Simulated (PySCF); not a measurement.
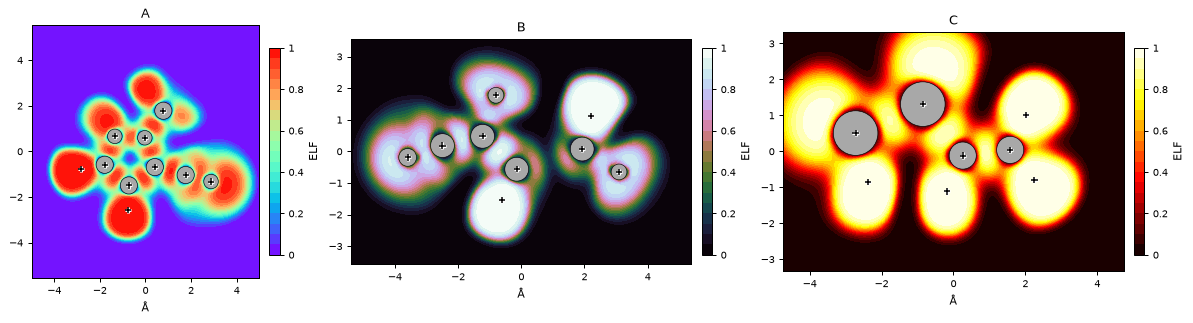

The electron localisation function of 3 systems, each on a plane through atoms (crosses mark nuclei in the plane; grey discs cover the cores).

Theory: PySCF, PBE0/pcSseg-1, SCF density, gas phase, non-relativistic.

System 1: C$_{6}$H$_{6}$F$_{2}$O (SMILES O=C=C(F)[C@H]1C[C@H](F)C1), the plane of atoms F8, C7 and H13. Geometry: GFN2-xTB, NEB image 0 of 0 to 8.

```xyz
15

O     3.8496    0.0553    0.3800
C     2.7663    0.2863    0.0218
C     1.5139    0.4564   -0.2942
F     1.1455    1.3568   -1.2529
C     0.3978   -0.3060    0.3545
C    -0.7507    0.5931    0.8680
C    -1.6415    0.0851   -0.2721
F    -2.8310   -0.4574    0.1439
C    -0.5794   -0.9526   -0.6545
H     0.8231   -0.9859    1.0923
H    -1.1243    0.2937    1.8438
H    -0.5513    1.6615    0.8647
H    -1.8834    0.8184   -1.0447
H    -0.2641   -0.9351   -1.6944
H    -0.8748   -1.9614   -0.3780
```

System 2: C$_{7}$H$_{9}$N$_{3}$ (SMILES CCCn1nccc1C#N), the plane of atoms C3, N4 and N5. Geometry: GFN2-xTB.

```xyz
19

C    -2.1062   -0.7839   -0.5946
C    -1.7223    0.4257    0.2476
C    -0.5658    0.1075    1.2019
N     0.6457   -0.1752    0.4823
N     1.0305   -1.4101    0.2366
C     2.1346   -1.3298   -0.4887
C     2.4797    0.0005   -0.7290
C     1.4867    0.7306   -0.0853
C     1.3034    2.1127    0.0188
N     1.1527    3.2476    0.1018
H    -2.8841   -0.5195   -1.3060
H    -1.2474   -1.1569   -1.1476
H    -2.4749   -1.5867    0.0393
H    -2.5775    0.7517    0.8414
H    -1.4301    1.2556   -0.4000
H    -0.3875    0.9555    1.8697
H    -0.7991   -0.7815    1.7915
H     2.6371   -2.2201   -0.8098
H     3.3146    0.3856   -1.2776
```

System 3: C$_{2}$H$_{4}$P$_{2}$ (SMILES [H]/P=P\C=C), the molecular plane. Geometry: GFN2-xTB.

```
atom    x (Å)    y (Å)    z (Å)
   C  -1.5488  -0.1718   0.2575
   C  -0.2436  -0.1416   0.0091
   P   0.7408   1.3361   0.3692
   P   2.6333   0.8361  -0.1887
   H  -2.0608   0.6776   0.6782
   H  -2.1498  -1.0431   0.0508
   H   0.2523  -1.0092  -0.4148
   H   2.3858  -0.4746  -0.6304
```

Question: Match each panel to its system.

Answer: Panel A is system 2, C$_{7}$H$_{9}$N$_{3}$: the plane holds C, N and H. C–N (1.15 Å): the ELF peaks at about 0.85 between the atoms (a short, multiple covalent bond). Panel B is system 1, C$_{6}$H$_{6}$F$_{2}$O: the plane holds O, C, F and H. C–O (1.16 Å): the ELF peaks at about 0.85 between the atoms: a multiple bond. Panel C is system 3, C$_{2}$H$_{4}$P$_{2}$: the plane holds C, P and H. C–C (1.33 Å): the ELF peaks at about 0.95 between the atoms: a short, multiple covalent bond.
